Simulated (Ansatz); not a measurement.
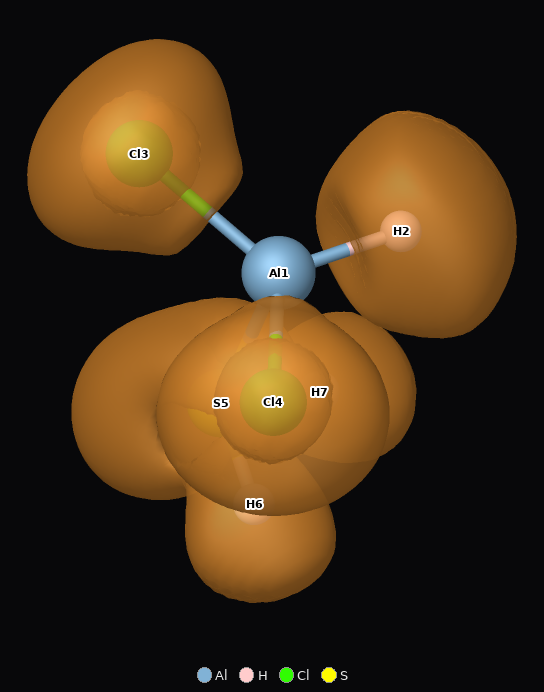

The picture shows: AlCl$_{2}$H$_{3}$S. Isosurface of the electron localisation function at 0.75 (orange), seen at an oblique angle. Core shells and regions of very low density are left out.

The calculation used Ansatz 0.2.0, RKS PBE0/6-31G*.

```xyz
7

Al    0.0418    0.0306    0.0175
H    -0.1009    0.6551    1.4617
Cl    1.8537    0.3229   -1.0364
Cl   -1.7123   -0.1757   -1.1699
S     0.2835   -2.4274    0.6623
H    -1.0028   -2.7754    0.4721
H     0.1365   -2.2730    1.9922
```

Q: Where are the electrons localised?

A: The surface consists of one region around a hydrogen nucleus, two regions on Cl in which the atom's valence shell and bonds are merged and one joined region spread over several atoms (H, S), in which their bonds and any lone pairs are merged. Profiles from the grid: Al–Cl (2.12 Å): the ELF peaks at about 0.90 in the valence shell of Cl, 0.9 Å from its nucleus, and is about 0.85 at the midpoint. Al–S (2.55 Å): the ELF peaks at about 0.95 in the valence shell of S, 1.0 Å from its nucleus, and is about 0.90 at the midpoint.
